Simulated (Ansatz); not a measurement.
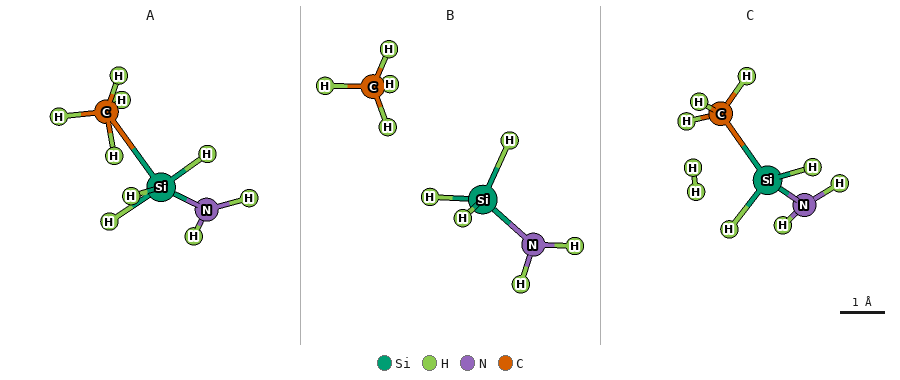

Three geometries of CH$_{9}$NSi: a saddle point and the two relaxed ends that it joins, in shuffled order. Style: ball-and-stick. Shown from a free direction. Sticks join atoms that are closer than about 1.2 times the sum of their covalent radii (a little more with hydrogen).

Stationary points at PBE0-D4/def2-TZVP, single-point energies with CCSD(T)/CBS, RPA@PBE, r2SCAN0-D4 (def2-TZVPP where no basis is named; Ansatz 0.2.0). The energies are electronic, without zero-point or thermal terms, and both ends are the relaxed geometries reached downhill from the saddle, with any fragments still in contact. CCSD(T)/CBS stands for a frozen-core estimate: MP2 correlation extrapolated from def2-TZVPP and def2-QZVPP, CCSD(T) minus MP2 from the smaller set.

Q: Identify the saddle point and describe the reaction.

A: Frame A is the saddle point. Counted by bonded pieces, B holds CH₄ + SiH₅N and C holds CH₇NSi + H₂. From B over the saddle to C, bonds form: C–Si (3.84 → 2.13 → 1.87 Å), H–H (2.73 → 1.09 → 0.75 Å). Bonds break: H–Si (1.49 → 1.68 → 3.39 Å), C–H (1.09 → 1.40 → 3.95 Å). The saddle has one imaginary mode, 1370i cm⁻¹. The end B keeps a soft imaginary mode of 20i cm⁻¹, so it isn't quite a minimum. With CCSD(T)/CBS the barrier is 72.9 kcal/mol from B and 67.0 kcal/mol from C, and C lies 5.8 kcal/mol above B.

| level | barrier from B (kcal/mol) | barrier from C (kcal/mol) | C less B (kcal/mol) |
| --- | --- | --- | --- |
| CCSD(T)/CBS | 72.9 | 67.0 | 5.8 |
| RPA@PBE | 74.8 | 67.8 | 7.1 |
| r2SCAN0-D4 | 68.7 | 62.6 | 6.1 |

Against CCSD(T)/CBS, RPA@PBE comes closest on the barrier from B (+2.0 kcal/mol) and r2SCAN0-D4 misses most (−4.1 kcal/mol).

Limits of the set-up: the start holds two separate molecules, 2.7 Å apart at their closest, whose relative position is a soft coordinate.
